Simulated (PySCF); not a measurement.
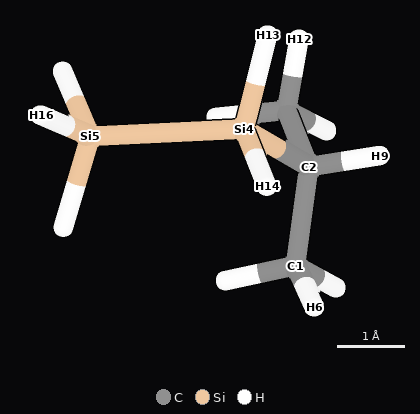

The input geometry (stick view, seen at a tilt; atoms are numbered from 1 in the order of the input).

## NMR shielding calculation, with input and output: C3H12Si2

The run: NMR shielding calculation of C3H12Si2, SMILES CC(C)[SiH2][SiH3]. Method and program: GIAO wB97X-D/pcSseg-2 NMR shielding, non-relativistic, gas phase (PySCF 2.14.0).

The geometry comes from this level: PBE0-D3(BJ)/def2-SVP. It belongs to a series of runs on one base structure; here: H on Si replaced by iPr. Figures and captions count atoms from 1; the log counts them from 0 in places.

Input file:
```
{"job": {"kind": "nmr", "xc": "wB97X-D", "basis": "pcSseg-2", "pop": false}, "charge": 0, "multiplicity": 1}
C     -1.411971    -1.183635     0.209535
C     -0.977318     0.083443    -0.524379
C     -1.166913     1.333068     0.333158
Si     0.812132    -0.060075    -1.154819
Si     2.345458    -0.135033     0.622561
H     -1.315070    -2.082153    -0.419945
H     -0.809223    -1.349697     1.118240
H     -2.465591    -1.112756     0.528324
H     -1.593767     0.188677    -1.436750
H     -2.216338     1.433658     0.657972
H     -0.548217     1.293133     1.245552
H     -0.897257     2.253661    -0.207792
H      1.153776     1.114016    -2.022294
H      0.969325    -1.301041    -1.981112
H      1.997003    -1.227109     1.585912
H      3.729734    -0.384457     0.112113
H      2.351717     1.159770     1.374155
```

The first line tells a small driver script what to run in PySCF; the rest is the geometry in Å.

Hardware: 1 CPU thread, shared host.

Run as:
```bash
OMP_NUM_THREADS=1 python <driver script> task.json out
```

The program's output:
```
coarse grid: 13952 points
cycle   1  E = -700.5166977899  dE = -1.982e-02  |g| = 2.681e-01  |ddm| = 2.666e+00
cycle   2  E = -700.5299850147  dE = -1.329e-02  |g| = 1.772e-01  |ddm| = 3.345e-01
cycle   3  E = -700.5374594448  dE = -7.474e-03  |g| = 3.744e-02  |ddm| = 1.439e-01
cycle   4  E = -700.5378768358  dE = -4.174e-04  |g| = 1.221e-02  |ddm| = 4.946e-02
cycle   5  E = -700.5379123774  dE = -3.554e-05  |g| = 2.291e-03  |ddm| = 1.214e-02
cycle   6  E = -700.5379144675  dE = -2.090e-06  |g| = 7.986e-04  |ddm| = 4.583e-03
final grid: 121944 points
cycle   7  E = -700.5544881854  dE = -2.105e-04  |g| = 5.843e-03  |ddm| = 5.211e-02
cycle   8  E = -700.5544917981  dE = -3.613e-06  |g| = 4.549e-03  |ddm| = 8.409e-03
cycle   9  E = -700.5544966626  dE = -4.865e-06  |g| = 5.118e-04  |ddm| = 3.218e-03
cycle  10  E = -700.5544967379  dE = -7.525e-08  |g| = 2.233e-04  |ddm| = 7.406e-04
cycle  11  E = -700.5544967496  dE = -1.173e-08  |g| = 4.725e-05  |ddm| = 2.208e-04
cycle  12  E = -700.5544967504  dE = -7.669e-10  |g| = 1.182e-05  |ddm| = 7.416e-05
```

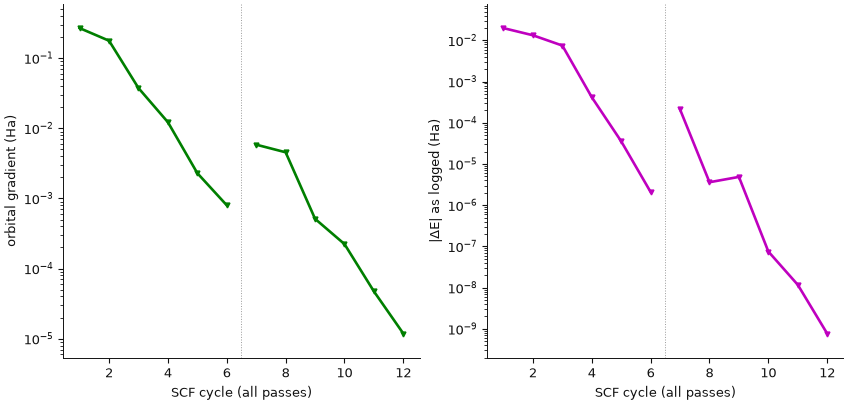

Convergence of the self-consistent field: orbital gradient and size of the energy change against the SCF cycle. The dotted line marks the change from a coarse to the final integration grid. The first 6 cycles use a coarse grid, the final grid takes over at cycle 7, and the field converges after 12 cycles in all.

```
converged SCF energy = -700.5544967504

GIAO shielding tensors (ppm)
atom      isotropic    diamagn.    paramagn.     s11        s22        s33       span
  0 C      162.907     243.784     -80.877    148.350    155.898    184.472     36.122
  1 C      171.920     242.168     -70.248    162.536    173.616    179.608     17.073
  2 C      162.680     244.358     -81.678    150.399    154.044    183.598     33.199
  3 Si     397.095     880.289    -483.194    361.611    365.460    464.214    102.602
  4 Si     457.769     880.093    -422.324    455.066    455.787    462.453      7.386
  5 H       30.135      30.436      -0.301     25.624     27.958     36.822     11.198
  6 H       30.427      32.067      -1.640     26.127     29.904     35.251      9.124
  7 H       30.180      29.524       0.656     25.922     27.537     37.082     11.161
  8 H       30.065      30.922      -0.857     26.628     27.257     36.311      9.683
  9 H       30.165      29.657       0.508     25.886     27.533     37.077     11.191
 10 H       30.537      32.358      -1.821     26.239     30.121     35.250      9.011
 11 H       30.108      30.648      -0.540     25.735     27.879     36.709     10.975
 12 H       27.381      29.995      -2.614     24.169     25.469     32.505      8.337
 13 H       27.429      30.072      -2.643     24.127     25.611     32.549      8.422
 14 H       27.810      29.772      -1.961     24.337     26.866     32.229      7.892
 15 H       27.957      28.452      -0.496     24.985     25.347     33.538      8.554
 16 H       27.825      29.615      -1.789     24.435     26.627     32.414      7.979
```

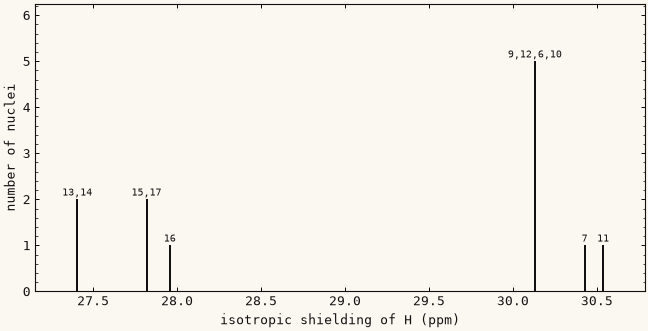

Isotropic shieldings of the hydrogen nuclei in this fixed geometry, labelled by atom number; shielding grows to the right, so chemical shift grows to the left. The least shielded is H13 (27.4 ppm), the most shielded H11 (30.5 ppm).

Results in brief:

```tsv
quantity	value
outcome	converged
total energy	−700.554497 hartree
HOMO	−9.64 eV
LUMO	1.72 eV
dipole moment	1.05 D
isotropic shielding, C	162.7 to 171.9 ppm
isotropic shielding, Si	397.1 to 457.8 ppm
isotropic shielding, H	27.4 to 30.5 ppm
wall time	1.9 min
peak memory	1.8 GiB
```
